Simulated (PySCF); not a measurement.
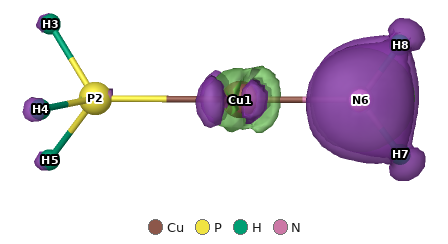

Figure. Cu(PH3)(NH2) (CuH$_{5}$NP). Fukui function f⁻ = ρ(N) − ρ(N−1) at fixed geometry, surfaces at ±0.04 e/Å³ (purple positive, green negative).

Method: ωB97X/def2-SVPD; geometry: GFN2-xTB; program: PySCF. This is a single-reference result, which may miss multireference character in this system. No frequency check shows the geometry to be a minimum. GFN2-xTB bond lengths at metals and heavier atoms can be off by up to 0.1 Å and shapes distorted, which carries into these values.

The calculation's input:

```python
import numpy as np
from pyscf import gto, scf, dft
from pyscf.scf import atom_ks, atom_hf
from scipy.linalg import block_diag

def solve(mol, dm0=None, hcore=None):
    mf = (dft.UKS if mol.spin else dft.RKS)(mol, xc='wb97x')
    mf.grids.level = 3
    mf = mf.density_fit(auxbasis='def2-universal-jkfit')
    mf.conv_tol, mf.max_cycle = 1e-8, 80
    if hcore is not None:
        mf.get_hcore = lambda *args: hcore
    mf.kernel(dm0)
    if not mf.converged:
        mf = mf.newton().run(mf.mo_coeff, mf.mo_occ, max_cycle=30)
    assert mf.converged, 'SCF not converged'
    return mf

mol = gto.M(atom='''
Cu    -0.42445     0.00256     0.00047
P      1.73594    -0.00096    -0.00025
H      2.44588    -1.06854    -0.51803
H      2.48206     0.07600     1.16638
H      2.46623     0.97130    -0.65968
N     -2.21555    -0.00350     0.00360
H     -2.81237     0.80970    -0.01290
H     -2.80301    -0.82367    -0.01100
''', basis='def2-svpd', charge=0, spin=0, verbose=4)
mf = solve(mol)
out = dict(e0=mf.e_tot, dm0=mf.make_rdm1(), c=mf.mo_coeff, occ=mf.mo_occ, eps=mf.mo_energy)
for name, dq, spin in [('cation', 1, 1), ('anion', -1, 1)]:
    ion = mol.copy().set(charge=mol.charge + dq, spin=spin).build()
    mi = solve(ion)
    if spin and dq > 0 and mol.nao < 130:
        c, _, stable, _ = mi.stability(return_status=True)
        if not stable:
            mi = solve(ion, mi.make_rdm1(c, mi.mo_occ))
    print(name, 'vertical energy change / eV', (mi.e_tot - mf.e_tot) * 27.211386)
    out.update({'e_' + name: mi.e_tot, 'dm_' + name: mi.make_rdm1(), 's2_' + name: mi.spin_square()[0], 'eps_' + name: mi.mo_energy, 'occ_' + name: mi.mo_occ})
# spherically averaged free atoms, for the promolecule
atm = atom_ks.get_atm_nrks(mol, xc='wb97x')
pro = block_diag(*[(atm[a[0]][2] * atm[a[0]][3]) @ atm[a[0]][2].T for a in mol._atom])
np.savez('result.npz', pro=pro, **out)
```

Run with:

```sh
OMP_NUM_THREADS=1 python input.py
```

The run took 4.1 min on 1 thread of Arm Neoverse V1 (shared host), peak memory 0.63 GiB.

Partitions, critical points and surface values were worked out afterwards from this run's density.

Q: Which atoms respond most to the removal of an electron?

A: f⁻ (Hirshfeld-condensed) is largest on N6 (0.35) and Cu1 (0.23); the vertical ionisation energy is 7.13 eV. Condensed values hint at sites of electrophilic attack but needn't mark the atom that reacts. Orbital relaxation makes it negative in places (0.21 e in all).
